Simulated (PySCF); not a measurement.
H3S2 (cation, charge +1), SMILES S[SH2+], singlet at its B3LYP/def2-SVP optimised geometry (Å):

```
5

S     -1.0203    -1.1032     2.0410
S     -0.6306    -0.6817     0.0000
H     -1.9145    -2.0695     1.7016
H      0.7370    -0.6817     0.0000
H     -0.7370     0.6817     0.0000
```

Method: B3LYP/def2-TZVP (PySCF). Cells within 0.4 Å of a nucleus heavier than hydrogen are left out (blank, or x).

Map of the Laplacian of the electron density (e/bohr⁵), clipped to [-1.50, 1.50] on the plane z = 0.0 Å:

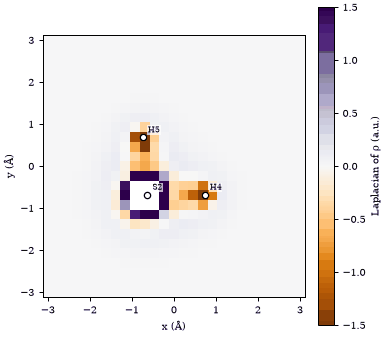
Fig. 1. Laplacian of the electron density (e/bohr⁵), clipped to [-1.50, 1.50] on the plane z = 0.0 Å.
